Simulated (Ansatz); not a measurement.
# C₆H₃ClZr: single points with varied inputs

Aim: run C₆H₃ClZr under a spread of inputs, and see what each costs and gives.

Computed with Ansatz 0.2.0, Gaussian basis. Level: the settings change from run to run.

**1. The relaxed structure**

An earlier PBE0-D4 in a triple-zeta def2 set relaxation fixed the geometry. Zr takes a core potential in def2 sets; no spin-orbit term is included.

SMILES `C#[C][Zr]([Cl])([C]#C)[C]#C`, 11 atoms, charge 0, spin multiplicity 1.

Atoms are counted from 1 here; the program's logs count them from 0.

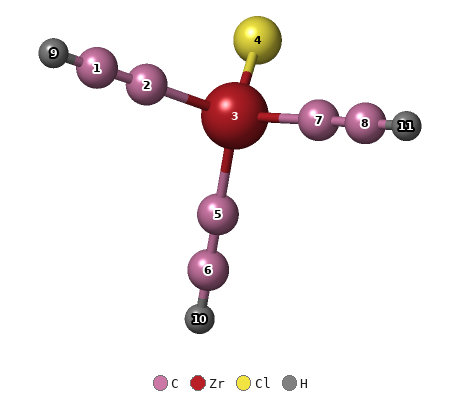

The structure; carbon pink, zirconium red, chlorine yellow, hydrogen grey; atoms are numbered from 1 in the order of the file.

**2. wB97M-V/def2-SVP**

in.yaml

```yaml
crystal:
  periodic: [false, false, false]
  atoms:
    - {symbol: C, position_ang: [2.868767, -0.642702, -1.269723]}
    - {symbol: C, position_ang: [1.893299, -0.156638, -0.729796]}
    - {symbol: Zr, position_ang: [0.141081, 0.676405, 0.226103]}
    - {symbol: Cl, position_ang: [0.591307, 2.839576, 0.950939]}
    - {symbol: C, position_ang: [-0.402998, -0.563577, 1.912581]}
    - {symbol: C, position_ang: [-0.711247, -1.276215, 2.848778]}
    - {symbol: C, position_ang: [-1.493280, 0.702865, -1.190269]}
    - {symbol: C, position_ang: [-2.411728, 0.699142, -1.987621]}
    - {symbol: H, position_ang: [3.724425, -1.070454, -1.743418]}
    - {symbol: H, position_ang: [-0.981626, -1.902826, 3.669620]}
    - {symbol: H, position_ang: [-3.218010, 0.694404, -2.687195]}
basis:
  gaussian: {orbitals: def2-SVP}
hamiltonian: {xc: {name: wB97M-V}}
output: {forces: true}
```

Command:

```console
ansatz run in.yaml --threads 4 --pin off --events-out ev --progress --plain --max-ram 11315MiB
```

The program printed, shortened:

```text
Functional definition: wB97M-V
  name "wB97M-V"
  cite "Mardirossian & Head-Gordon, J. Chem. Phys. 144, 214110 (2016) doi:10.1063/1.4952647"
  cite "Becke, J. Chem. Phys. 107, 8554 (1997) doi:10.1063/1.475007"
  cite "Vydrov & Van Voorhis, J. Chem. Phys. 133, 244103 (2010) doi:10.1063/1.3521275"
  # Of w^i u^j: cxij and so on, Table III.
[...]
  gx(w, u) = 1 - cx + cx01*u + cx10*w
  gss(w, u) = css00 + css04*u^4 + css10*w + css20*w^2 + css43*w^4*u^3
  gos(w, u) = cos00 + cos10*w + (cos20 + cos21*u)*w^2 + (cos60 + cos61*u)*w^6
[...]
      + integral(e_c_pw_mod_opposite_spin*gos(b97_w_opposite, b97_u_opposite)) + vv10(b, c)
1517 factors; integrals over basis functions are off by at most 1.3e-3 eV
357 factors; integrals over basis functions are off by at most 7.3e-6 eV
[...]
mean field -20057.08422320 eV, -737.0842500226 hartree, gradient 7.8e-5 eV, S^2 0.000000; 0 other end points of the search recorded, 0 dependent functions left out
[...]
reference -20057.08431932 eV, -737.0842535548 hartree; 34, 34 occupied and 114, 114 virtual orbitals, 1517 factors
Total energy: -20057.08431932 eV, -737.0842535548 hartree
Atom 0 at     2.868767    -0.642702    -1.269723 Å, force     0.364449    -0.187491    -0.202915 eV/Å
Atom 1 at     1.893299    -0.156638    -0.729796 Å, force    -0.540504     0.273963     0.301169 eV/Å
Atom 2 at     0.141081     0.676405     0.226103 Å, force     0.006840     0.033280     0.009843 eV/Å
Atom 3 at     0.591307     2.839576     0.950939 Å, force     0.022293     0.106398     0.035525 eV/Å
Atom 4 at    -0.402998    -0.563577     1.912581 Å, force     0.171286     0.399307    -0.516929 eV/Å
Atom 5 at    -0.711247    -1.276215     2.848778 Å, force    -0.115538    -0.272494     0.348056 eV/Å
Atom 6 at    -1.493280     0.702865    -1.190269 Å, force     0.510223     0.007300     0.443673 eV/Å
Atom 7 at    -2.411728     0.699142    -1.987621 Å, force    -0.345252    -0.007647    -0.299125 eV/Å
Atom 8 at     3.724425    -1.070454    -1.743418 Å, force     0.291718    -0.143057    -0.161391 eV/Å
Atom 9 at    -0.981626    -1.902826     3.669620 Å, force    -0.092044    -0.210576     0.280261 eV/Å
Atom 10 at    -3.218010     0.694404    -2.687195 Å, force    -0.273470     0.001017    -0.238168 eV/Å
Dipole moment:    -0.072396    -0.347145    -0.115590 e Å
```

Wall time 14 s (4 threads of Arm Neoverse V1, shared host).

Largest force 0.677 eV/Å, dipole 1.79 D.

**3. wB97X-V/x2c-TZVPPall**

Set apart from the defaults: high accuracy.

in.yaml, as its differences from that of step 2:

```diff
@@ -15,4 +15,5 @@
 basis:
-  gaussian: {orbitals: def2-SVP}
-hamiltonian: {xc: {name: wB97M-V}}
+  gaussian: {orbitals: x2c-TZVPPall}
+hamiltonian: {xc: {name: wB97X-V}}
+accuracy: high
 output: {forces: true}
```

Launched as before.

The program printed, shortened:

```text
Functional definition: wB97X-V
  name "wB97X-V"
  cite "Mardirossian & Head-Gordon, Phys. Chem. Chem. Phys. 16, 9904 (2014) doi:10.1039/C3CP54374A"
  cite "Becke, J. Chem. Phys. 107, 8554 (1997) doi:10.1063/1.475007"
  cite "Vydrov & Van Voorhis, J. Chem. Phys. 133, 244103 (2010) doi:10.1063/1.3521275"
[...]
      + integral(e_c_pw_opposite_spin*poly(b97_u_opposite, cos0, cos1)) + vv10(b, c)
5470 factors; integrals over basis functions are off by at most 1.7e-7 eV
761 factors; integrals over basis functions are off by at most 1.7e-9 eV
[...]
mean field -116742.03148136 eV, -4290.1905263491 hartree, gradient 5.4e-8 eV, S^2 0.000000; 0 other end points of the search recorded, 0 dependent functions left out
[...]
reference -116742.03148105 eV, -4290.1905263377 hartree; 48, 48 occupied and 301, 301 virtual orbitals, 5470 factors
Total energy: -116742.03148105 eV, -4290.1905263377 hartree
[...]
Atom 1 at     1.893299    -0.156638    -0.729796 Å, force     0.348651    -0.166071    -0.189730 eV/Å
Atom 2 at     0.141081     0.676405     0.226103 Å, force     0.025141     0.120994     0.039258 eV/Å
Atom 3 at     0.591307     2.839576     0.950939 Å, force    -0.000142    -0.001207    -0.000519 eV/Å
Atom 4 at    -0.402998    -0.563577     1.912581 Å, force    -0.108899    -0.247373     0.336656 eV/Å
Atom 5 at    -0.711247    -1.276215     2.848778 Å, force     0.086323     0.195709    -0.261879 eV/Å
Atom 6 at    -1.493280     0.702865    -1.190269 Å, force    -0.325841     0.006353    -0.281833 eV/Å
Atom 7 at    -2.411728     0.699142    -1.987621 Å, force     0.254722    -0.002101     0.222372 eV/Å
Atom 8 at     3.724425    -1.070454    -1.743418 Å, force     0.033338    -0.016006    -0.019185 eV/Å
Atom 9 at    -0.981626    -1.902826     3.669620 Å, force    -0.010914    -0.023559     0.032152 eV/Å
Atom 10 at    -3.218010     0.694404    -2.687195 Å, force    -0.030794     0.000543    -0.027854 eV/Å
Dipole moment:    -0.070665    -0.338870    -0.112821 e Å
```

Run time: 2.7 min. Hardware: 4 threads of Arm Neoverse V1, shared host; peak memory 4.6 GiB.

Largest force 0.432 eV/Å, dipole 1.75 D.

**4. BHLYP/STO-3G**

Options: a grid of angular degree 23.

in.yaml, as its differences from that of step 3:

```diff
@@ -15,5 +15,4 @@
 basis:
-  gaussian: {orbitals: x2c-TZVPPall}
-hamiltonian: {xc: {name: wB97X-V}}
-accuracy: high
+  gaussian: {orbitals: STO-3G, final_grid: {core_spheres: 8, valence_spheres: 7, degree: 23}}
+hamiltonian: {xc: {name: BHLYP}}
 output: {forces: true}
```

Same command.

The program printed, shortened:

```text
Functional definition: BHLYP
  name "BHLYP"
  cite "Becke, J. Chem. Phys. 98, 1372 (1993) doi:10.1063/1.464304"
  cite "Becke, Phys. Rev. A 38, 3098 (1988) doi:10.1103/PhysRevA.38.3098"
  cite "Lee, Yang & Parr, Phys. Rev. B 37, 785 (1988) doi:10.1103/PhysRevB.37.785"
[...]
873 factors; integrals over basis functions are off by at most 6.8e-5 eV
[...]
mean field -113950.14233998 eV, -4187.5904928137 hartree, gradient 2.3e-5 eV, S^2 0.000000; 0 other end points of the search recorded, 0 dependent functions left out
[...]
reference -113950.14252064 eV, -4187.5904994527 hartree; 48, 48 occupied and 21, 21 virtual orbitals, 873 factors
Total energy: -113950.14252064 eV, -4187.5904994527 hartree
Atom 0 at     2.868767    -0.642702    -1.269723 Å, force    -1.140317     0.567363     0.632134 eV/Å
Atom 1 at     1.893299    -0.156638    -0.729796 Å, force     0.742534    -0.365532    -0.408338 eV/Å
Atom 2 at     0.141081     0.676405     0.226103 Å, force     0.011003     0.052043     0.015546 eV/Å
Atom 3 at     0.591307     2.839576     0.950939 Å, force    -0.033362    -0.162123    -0.054574 eV/Å
Atom 4 at    -0.402998    -0.563577     1.912581 Å, force    -0.233060    -0.534802     0.711841 eV/Å
Atom 5 at    -0.711247    -1.276215     2.848778 Å, force     0.360002     0.828036    -1.092717 eV/Å
Atom 6 at    -1.493280     0.702865    -1.190269 Å, force    -0.695131     0.004028    -0.601764 eV/Å
Atom 7 at    -2.411728     0.699142    -1.987621 Å, force     1.069869     0.000960     0.930048 eV/Å
Atom 8 at     3.724425    -1.070454    -1.743418 Å, force     0.320438    -0.158385    -0.177922 eV/Å
Atom 9 at    -0.981626    -1.902826     3.669620 Å, force    -0.101350    -0.232062     0.307836 eV/Å
Atom 10 at    -3.218010     0.694404    -2.687195 Å, force    -0.300624     0.000475    -0.262090 eV/Å
Dipole moment:    -0.079460    -0.381371    -0.127232 e Å
```

Run time: 1.2 s. Hardware: 4 threads of Arm Neoverse V1, shared host.

Largest force 1.422 eV/Å, dipole 1.97 D.

**5. BHLYP/cc-pVTZ-DK**

Set apart from the defaults: the search for lower states set to light.

in.yaml, as its differences from that of step 4:

```diff
@@ -15,4 +15,5 @@
 basis:
-  gaussian: {orbitals: STO-3G, final_grid: {core_spheres: 8, valence_spheres: 7, degree: 23}}
+  gaussian: {orbitals: cc-pVTZ-DK}
 hamiltonian: {xc: {name: BHLYP}}
+scf: {lower_state_search: light}
 output: {forces: true}
```

Same command.

The program printed, shortened:

```text
Functional definition: BHLYP
  name "BHLYP"
  cite "Becke, J. Chem. Phys. 98, 1372 (1993) doi:10.1063/1.464304"
  cite "Becke, Phys. Rev. A 38, 3098 (1988) doi:10.1103/PhysRevA.38.3098"
  cite "Lee, Yang & Parr, Phys. Rev. B 37, 785 (1988) doi:10.1103/PhysRevB.37.785"
[...]
2441 factors; their error is unknown
[...]
mean field -116746.42006909 eV, -4290.3518039734 hartree, gradient 3.8e-5 eV, S^2 0.000000; 0 other end points of the search recorded, 0 dependent functions left out
[...]
reference -116746.42031865 eV, -4290.3518131444 hartree; 48, 48 occupied and 285, 285 virtual orbitals, 2441 factors
Total energy: -116746.42031865 eV, -4290.3518131444 hartree
Relativity: scalar
Atom 0 at     2.868767    -0.642702    -1.269723 Å, force    -0.675522     0.335000     0.374745 eV/Å
Atom 1 at     1.893299    -0.156638    -0.729796 Å, force     1.124159    -0.561250    -0.622541 eV/Å
Atom 2 at     0.141081     0.676405     0.226103 Å, force    -0.009215    -0.044428    -0.016228 eV/Å
Atom 3 at     0.591307     2.839576     0.950939 Å, force     0.041595     0.199227     0.066636 eV/Å
Atom 4 at    -0.402998    -0.563577     1.912581 Å, force    -0.356155    -0.823055     1.079990 eV/Å
Atom 5 at    -0.711247    -1.276215     2.848778 Å, force     0.214338     0.491815    -0.649598 eV/Å
Atom 6 at    -1.493280     0.702865    -1.190269 Å, force    -1.059297    -0.004462    -0.919762 eV/Å
Atom 7 at    -2.411728     0.699142    -1.987621 Å, force     0.635388     0.000193     0.553236 eV/Å
Atom 8 at     3.724425    -1.070454    -1.743418 Å, force    -0.325235     0.163991     0.179619 eV/Å
Atom 9 at    -0.981626    -1.902826     3.669620 Å, force     0.102582     0.239787    -0.311737 eV/Å
Atom 10 at    -3.218010     0.694404    -2.687195 Å, force     0.307362     0.003180     0.265640 eV/Å
Dipole moment:    -0.075621    -0.362722    -0.120812 e Å
```

Run time: 19 s. Hardware: 4 threads of Arm Neoverse V1, shared host; peak memory 1.8 GiB.

Largest force 1.404 eV/Å, dipole 1.87 D.

**6. B97/STO-3G**

This run has charge +1, multiplicity 2.

in.yaml, as its differences from that of step 5:

```diff
@@ -15,5 +15,6 @@
 basis:
-  gaussian: {orbitals: cc-pVTZ-DK}
-hamiltonian: {xc: {name: BHLYP}}
-scf: {lower_state_search: light}
+  gaussian: {orbitals: STO-3G}
+total_charge: 1
+magnetization: {spin_polarized: true, initial_magnetization: 1}
+hamiltonian: {xc: {name: B97}}
 output: {forces: true}
```

Same command.

The program printed, shortened:

```text
Functional definition: B97
  name "B97"
  cite "Becke, J. Chem. Phys. 107, 8554 (1997) doi:10.1063/1.475007"
[...]
      + integral(e_c_pw_opposite_spin*poly(b97_u_opposite, cos0, cos1, cos2))
873 factors; integrals over basis functions are off by at most 6.8e-5 eV
[...]
mean field -113936.22024005 eV, -4187.0788650779 hartree, gradient 7.3e-6 eV, S^2 0.762958; 10 other end points of the search recorded, 0 dependent functions left out
[...]
reference -113936.22025975 eV, -4187.0788658018 hartree; 48, 47 occupied and 21, 22 virtual orbitals, 873 factors
Total energy: -113936.22025975 eV, -4187.0788658018 hartree
Atom 0 at     2.868767    -0.642702    -1.269723 Å, force     2.105335    -1.044257    -1.162961 eV/Å
Atom 1 at     1.893299    -0.156638    -0.729796 Å, force    -2.807513     1.358799     1.537735 eV/Å
Atom 2 at     0.141081     0.676405     0.226103 Å, force     0.248051     1.189685     0.397477 eV/Å
Atom 3 at     0.591307     2.839576     0.950939 Å, force    -0.141236    -0.678680    -0.227548 eV/Å
Atom 4 at    -0.402998    -0.563577     1.912581 Å, force     0.876327     2.008387    -2.697924 eV/Å
Atom 5 at    -0.711247    -1.276215     2.848778 Å, force    -0.663180    -1.533018     2.020177 eV/Å
Atom 6 at    -1.493280     0.702865    -1.190269 Å, force     2.628152    -0.024596     2.276093 eV/Å
Atom 7 at    -2.411728     0.699142    -1.987621 Å, force    -1.980303    -0.004602    -1.717969 eV/Å
Atom 8 at     3.724425    -1.070454    -1.743418 Å, force     1.041297    -0.514855    -0.575091 eV/Å
Atom 9 at    -0.981626    -1.902826     3.669620 Å, force    -0.328199    -0.756346     0.999632 eV/Å
Atom 10 at    -3.218010     0.694404    -2.687195 Å, force    -0.978732    -0.000519    -0.849622 eV/Å
Dipole moment:    -0.206259    -0.989752    -0.331051 e Å
```

Run time: 26 s. Hardware: 4 threads of Arm Neoverse V1, shared host.

Largest force 3.478 eV/Å, ⟨S²⟩ 0.763.

**7. r2SCANh/def2-SVPD**

Options: D4 dispersion.

in.yaml, as its differences from that of step 6:

```diff
@@ -15,6 +15,3 @@
 basis:
-  gaussian: {orbitals: STO-3G}
-total_charge: 1
-magnetization: {spin_polarized: true, initial_magnetization: 1}
-hamiltonian: {xc: {name: B97}}
-output: {forces: true}
+  gaussian: {orbitals: def2-SVPD}
+hamiltonian: {xc: {name: r2SCANh}, dispersion: d4}
```

The command is unchanged.

The program printed, shortened:

```text
Functional definition: r2SCANh
  name "r2SCANh"
  cite "Bursch, Neugebauer, Ehlert & Grimme, J. Chem. Phys. 156, 134105 (2022) doi:10.1063/5.0086040"
  cite "Furness, Kaplan, Ning, Perdew & Sun, J. Phys. Chem. Lett. 11, 8208 (2020) doi:10.1021/acs.jpclett.0c02405"
  cite "Furness, Kaplan, Ning, Perdew & Sun, J. Phys. Chem. Lett. 11, 9248 (2020) doi:10.1021/acs.jpclett.0c03077"
  parent r2scan
[...]
1760 factors; their error is unknown
[...]
mean field -20057.65890806 eV, -737.1053693016 hartree, gradient 3.1e-5 eV, S^2 0.000000; 0 other end points of the search recorded, 0 dependent functions left out
reference -20057.65893167 eV, -737.1053701694 hartree; 34, 34 occupied and 171, 171 virtual orbitals, 1760 factors
Total energy: -20057.75211815 eV, -737.1087947093 hartree
```

It took 7.5 s on 4 threads of Arm Neoverse V1, shared host.

**8. SPW92/def2-TZVP**

Set apart from the defaults: charge +1, multiplicity 2, restricted open-shell orbitals.

in.yaml, as its differences from that of step 7:

```diff
@@ -15,3 +15,6 @@
 basis:
-  gaussian: {orbitals: def2-SVPD}
-hamiltonian: {xc: {name: r2SCANh}, dispersion: d4}
+  gaussian: {orbitals: def2-TZVP}
+total_charge: 1
+magnetization: {spin_polarized: false, initial_magnetization: 1}
+hamiltonian: {xc: {name: SPW92}}
+output: {forces: true}
```

Launched as before.

The program printed, shortened:

```text
Functional definition: SPW92
  name "SPW92"
  cite "Dirac, Proc. Camb. Phil. Soc. 26, 376 (1930) doi:10.1017/S0305004100016108"
  cite "Slater, Phys. Rev. 81, 385 (1951) doi:10.1103/PhysRev.81.385"
  cite "Perdew & Wang, Phys. Rev. B 45, 13244 (1992) doi:10.1103/PhysRevB.45.13244"
[...]
1789 factors; their error is unknown
[...]
mean field -19962.27914780 eV, -733.6002277627 hartree, gradient 2.3e-6 eV, S^2 0.750000; 17 other end points of the search recorded, 0 dependent functions left out
[...]
reference -19962.27920180 eV, -733.6002297475 hartree; 34, 33 occupied and 247, 248 virtual orbitals, 1789 factors
Total energy: -19962.27920180 eV, -733.6002297475 hartree
Atom 0 at     2.868767    -0.642702    -1.269723 Å, force     0.939799    -0.476875    -0.523115 eV/Å
Atom 1 at     1.893299    -0.156638    -0.729796 Å, force    -1.435069     0.674960     0.778396 eV/Å
Atom 2 at     0.141081     0.676405     0.226103 Å, force     0.160294     0.762796     0.254067 eV/Å
Atom 3 at     0.591307     2.839576     0.950939 Å, force    -0.169166    -0.709314    -0.230182 eV/Å
Atom 4 at    -0.402998    -0.563577     1.912581 Å, force     0.448740     0.993328    -1.313284 eV/Å
Atom 5 at    -0.711247    -1.276215     2.848778 Å, force    -0.279600    -0.665465     0.867678 eV/Å
Atom 6 at    -1.493280     0.702865    -1.190269 Å, force     1.300799     0.005022     1.106112 eV/Å
Atom 7 at    -2.411728     0.699142    -1.987621 Å, force    -0.848349    -0.006358    -0.744563 eV/Å
Atom 8 at     3.724425    -1.070454    -1.743418 Å, force     0.480152    -0.235408    -0.264696 eV/Å
Atom 9 at    -0.981626    -1.902826     3.669620 Å, force    -0.150581    -0.343779     0.456769 eV/Å
Atom 10 at    -3.218010     0.694404    -2.687195 Å, force    -0.447021     0.001092    -0.387181 eV/Å
Dipole moment:    -0.162837    -0.877775    -0.300438 e Å
```

Run time: 92 s. Hardware: 4 threads of Arm Neoverse V1, shared host; peak memory 1.2 GiB.

Largest force 1.767 eV/Å.

**9. The runs in one table**

| level | charge | multiplicity | geometry | functions | energy (eV) | time |
| --- | --- | --- | --- | --- | --- | --- |
| wB97M-V/def2-SVP | 0 | 1 | relaxed | 148 | -20057.084 | 14 s |
| wB97X-V/x2c-TZVPPall | 0 | 1 | relaxed | 349 | -116742.031 | 2.7 min |
| BHLYP/STO-3G | 0 | 1 | relaxed | 69 | -113950.143 | 1.2 s |
| BHLYP/cc-pVTZ-DK | 0 | 1 | relaxed | 333 | -116746.420 | 19 s |
| B97/STO-3G | 1 | 2 | relaxed | 69 | -113936.220 | 26 s |
| r2SCANh/def2-SVPD | 0 | 1 | relaxed | 205 | -20057.752 | 7.5 s |
| SPW92/def2-TZVP | 1 | 2 | relaxed | 281 | -19962.279 | 92 s |

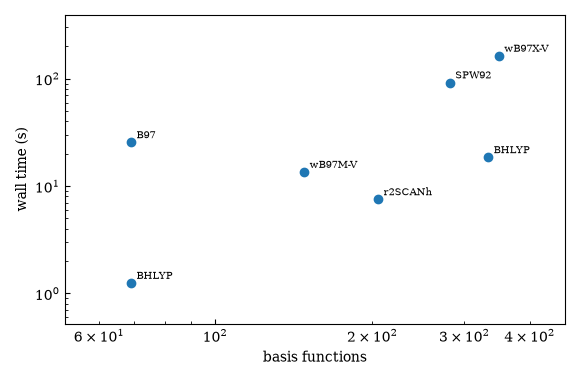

Wall time against the number of basis functions (shared host).

**10. Results**

| quantity | value |
| --- | --- |
| runs | 7 |
| quickest | BHLYP/STO-3G, 1.2 s |
| slowest | wB97X-V/x2c-TZVPPall, 2.7 min |
| spread of total energies, same state and geometry | 96689.3 eV |
| dipole, same state and geometry | 1.75 to 1.97 D |

What this shows: wB97X-V/x2c-TZVPPall took 130 times as long as BHLYP/STO-3G. The jobs differ in tasks and options as well as level. Total energies at one charge and spin differ by 96689 eV between levels, so only differences within one level mean anything. Some of these runs are scalar-relativistic and others not, which shifts the totals of all-electron atoms past neon by several eV an atom and more; core potentials, where a basis has them, take the core out of the total altogether. At the PBE0-D4/def2-TZVP geometry and in the same state, the sound runs without point charges leave forces up to 1.42 eV/Å (BHLYP/STO-3G). At that geometry and state the dipole changes by 13 % between the lowest and highest value.
